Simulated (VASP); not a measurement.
Given:

```
MoP
1.0
    2.99699     0.00000     0.00000
   -1.49850     2.59547     0.00000
    0.00000     0.00000     8.08018
Mo P
2 2
Cartesian
  0.00000   1.73032   0.30753
  1.49850   0.86516   4.34761
  0.00000   1.73032   2.72254
  1.49850   0.86516   6.76263
```

All values below come from PBEsol GGA, VASP's PBE PAW potentials (set 64) (plane waves; VASP). Run with 400 eV cut-off, 13×13×5 Γ-centred mesh, tetrahedra with Blöchl corrections, potentials Mo_sv P.

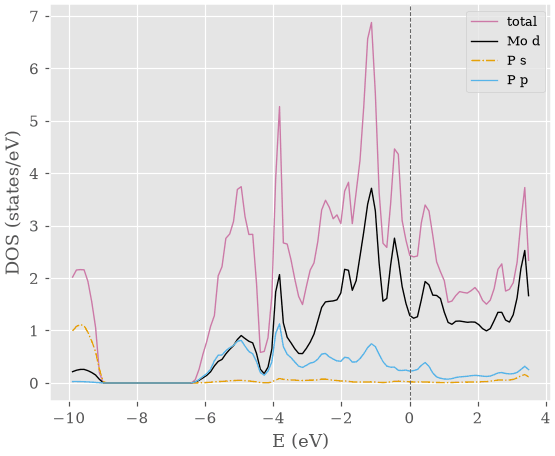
Fig. 1. Total and projected density of states, zero at the Fermi level

Within 2 eV below the Fermi level the largest weight inside VASP's projection spheres is Mo d.

It has no gap at this level: it comes out as a metal or semimetal.

The structure was generated: MoP was put into the wurtzite type (P6_3mc), which need not be its known phase. It was relaxed first, which changed the volume by -43 %.
